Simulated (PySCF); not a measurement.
SMILES C[SiH](C[SiH2]C)C at its GFN2-xTB optimised geometry (Å):

```
20

Si    -1.7024     0.7434     0.0000
C     -2.3377     2.5344     0.0000
C      0.1976     0.7434     0.0000
Si     1.0279    -0.9619     0.1727
C      2.9195    -0.7632     0.0613
C      0.4346    -2.1187    -1.2131
H     -2.2076     0.0510     1.1933
H     -2.2097     0.0616    -1.1993
H     -2.0033     3.0744     0.8813
H     -3.4230     2.5644    -0.0089
H     -1.9889     3.0821    -0.8710
H      0.5490     1.3806     0.8120
H      0.5470     1.2166    -0.9188
H      0.6846    -1.5495     1.4811
H      3.4230    -1.7189     0.1711
H      3.2942    -0.1059     0.8401
H      3.2219    -0.3432    -0.8940
H     -0.6334    -2.2952    -1.1375
H      0.9330    -3.0821    -1.1665
H      0.6284    -1.6975    -2.1954
```

Level of theory: PBE0/def2-SVP in PySCF.

Map of the electron localisation function on the plane z = 0.6 Å:

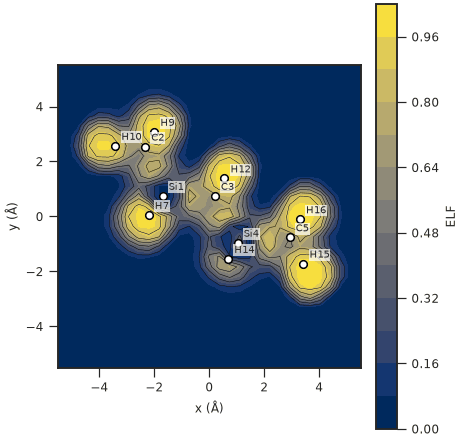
*Electron localisation function on the plane z = 0.6 Å.*
